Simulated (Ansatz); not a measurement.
Electronic density of states of amorphous Hf₁₈O₃₉Mo, density 8.65 g/cm³, on a 2×2×2 Γ-centred mesh with a Gaussian width of 0.1 eV; energies count from the Fermi level, whose place inside the gap is arbitrary. Cell and mesh are small, so fine structure isn't converged. Calculation: PBE, scalar-relativistic without spin-orbit coupling (plane waves to 420 eV, PAW; Ansatz, a quantum-chemistry and plane-wave program). Sampling: a 2×2×2 Γ-centred mesh; Fermi-Dirac width 0.02 eV; no spin polarisation. At PBE the levels at both edges of the gap are localised (band-tail or defect states), and the nearest spread-out levels lie 3.9 eV apart at the zone centre.

It comes from a melt-quench run on a machine-learned potential (CHGNet), relaxed afterwards by DFT. O atoms were pushed apart under 1.9 Å during the dynamics, to hinder bonds among them. The hot cell started wider than the set density and was brought back towards it in steps. It is the lowest in DFT energy of 2 quenches. It is a model cell: composition and starting density were chosen by hand, and all elements were melted together. No dispersion term was used. Its density started from a set value of 8.65 and ended at 8.65 g/cm³. The quench (nominally 450 K/ps over its main leg) was far faster than any real one, so the model tends to hold more defects than a real film. One small periodic cell is one sample of the glass; other quenches scatter about these values. The volume was held where the preparation left it and the shape relaxed, at a PBE pressure of 2.5 GPa. Stress components on the final sampling reach 2.6 GPa.

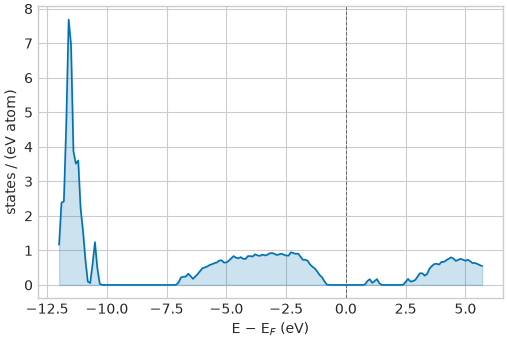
Density of states per atom

The gap between localised states on this mesh is 1.90 eV; the broadening fills part of it in the curve.
